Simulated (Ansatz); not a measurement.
SiH4···FH2Si (doublet)

The calculation's input:

```
crystal:
  periodic: [false, false, false]
  atoms:
    - { symbol: H, position_ang: [0.416659, 0.179032, 1.030121] }
    - { symbol: Si, position_ang: [0.092077, -1.94375, -0.642287] }
    - { symbol: F, position_ang: [-0.622066, -0.612545, -1.317894] }
    - { symbol: Si, position_ang: [-0.021719, 1.551146, 0.831888] }
    - { symbol: H, position_ang: [-0.813939, -3.135147, -0.907971] }
    - { symbol: H, position_ang: [1.44841, -2.119035, -1.30209] }
    - { symbol: H, position_ang: [-1.509428, 1.581627, 0.628155] }
    - { symbol: H, position_ang: [0.330764, 2.367306, 2.050767] }
    - { symbol: H, position_ang: [0.678943, 2.131467, -0.370589] }
magnetization:
  spin_polarized: true
  initial_magnetization: 1
basis:
  gaussian: { orbitals: def2-SVP }
hamiltonian:
  xc: pbe
relax:
  f_tol: 0.03
  max_steps: 50
output:
  orbitals: {}
```

Run with:

```sh
ansatz run input.yaml --threads 2 --pin off --max-ram 3072MiB --backend cpu --events-out ev --progress --plain --runs-dir out
```

The fields are those of the run's last geometry, not of the input's.

Method: UKS PBE/def2-SVP in Ansatz 0.2.0.

What will maps of the electron density, electron localisation function and spin density show?

Si4···F3 (3.16 Å): the density falls to about 0.05 e/Å³ on the way; the ELF dips to about 0 between them: a weak contact between the two molecules.
Si–F (1.65 Å): ρ is about 0.93 e/Å³ halfway; the ELF peaks at about 0.85 in the valence shell of F, 0.6 Å from its nucleus, and is about 0.40 at the midpoint.
Si–H (1.51 Å): ρ at the midpoint is about 0.74 e/Å³; the ELF climbs to about 1 towards the hydrogen, as it does in any bond to H.
The unpaired spin (1 electron) lies mostly on Si2 (about 0.8), in electrons by Hirshfeld's partition.

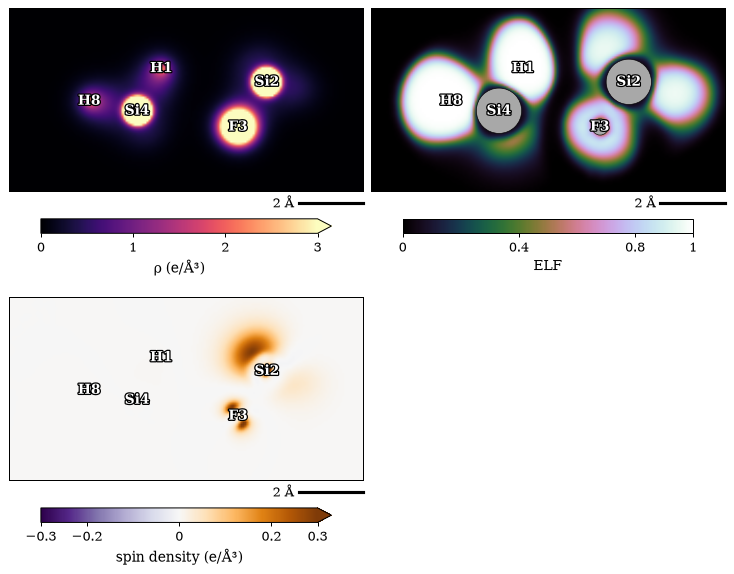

Computed electron density, electron localisation function and spin density on the plane of atoms H1, Si4 and H8, in this order. Grey discs cover the atomic cores in the ELF map. 
